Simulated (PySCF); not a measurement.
```xyz
2

Si    0.0000    0.0000   -1.5844
As    0.0000    0.0000    0.5916
```

All numbers below come from PBE0/cc-pVTZ(-PP), non-relativistic Hamiltonian with scalar-relativistic core potentials where named, at a bond length of 2.176 Å (PySCF 2.14.0).

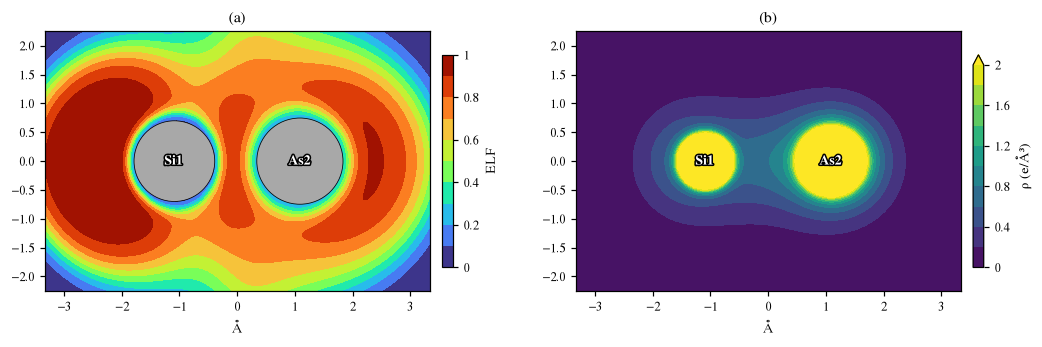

SiAs (doublet). (a) ELF; (b) electron density on a plane that holds the molecular axis. Grey discs cover the atomic cores in the ELF map.

What do the fields say about this system?

Answer. Atoms in the plane: Si and As. Si–As (2.18 Å): ρ at the midpoint is about 0.79 e/Å³; the ELF peaks at about 0.85 between the atoms: a covalent bond. The ELF also peaks beside As2 and Si1, away from the bonds: non-bonding electrons, paired or unpaired.
